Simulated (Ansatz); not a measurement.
The parent structure is GaN in the zinc blende structure (space group F-43m, No. 216; a = 4.5485 Å).

Modification: the cell is scaled by 0.9900 in all directions, atoms relaxed at fixed cell.

Calculations: PBE (Ansatz, a program for electronic structure, PAW, no spin-orbit coupling).

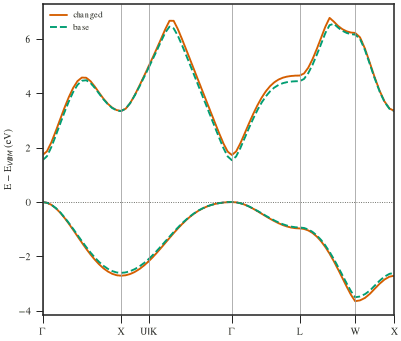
Figure. Highest valence and lowest conduction band along the path, each from its own valence-band maximum

**Question.** From the figure, how large is the changed gap, and is it direct?

**Answer.** About 1.7 eV, direct at Γ.

The cells carry an imposed strain or load. Stability against distortions was not tested. This is not the structure that GaN has at room temperature and ambient pressure.
